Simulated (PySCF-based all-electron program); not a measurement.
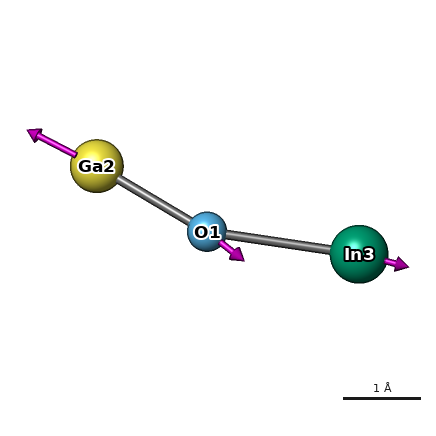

Arrows show the forces on the atoms, 1 Å of arrow for 1 eV/Å; forces under a tenth of the largest aren't drawn. Level of theory: PBE, all-electron, scalar-relativistic (Koelling-Harmon), large uncontracted Gaussian sets (PySCF-based all-electron program).

Question: On which atom is the force largest, and how large is it?

Answer: On Ga2: 0.77 eV/Å.

Question: Which bond do the forces act along most?

Answer: O1–Ga2, now 1.772 Å: the forces push its atoms apart, so a first step downhill lengthens it.

List the force components in the frame of the picture (x right, y up, z towards the viewer), in eV/Å.

| atom | Fx | Fy | Fz |
| --- | --- | --- | --- |
| O1 | 0.32 | −0.25 | 0.16 |
| Ga2 | −0.66 | 0.34 | −0.21 |
| In3 | 0.33 | −0.09 | 0.05 |
